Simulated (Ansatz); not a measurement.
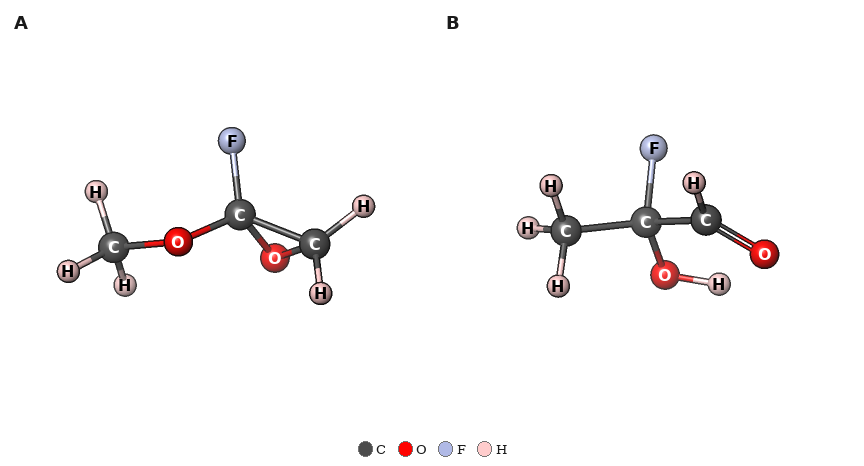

2 stationary structures of one formula. Geometries: PBE-D4/def2-SVP. Electronic energies: PBE-D4/def2-SVP (Ansatz 0.2.0), without zero-point energy. No frequency run is at hand to confirm each as a minimum. Each is one conformer, not always the lowest.

> Which is lowest in energy, and by how much?

B is lowest; A lies 115.2 kJ/mol above it. A is `CO[C@@]1(F)CO1`, B is `C[C@@](O)(F)C=O`.
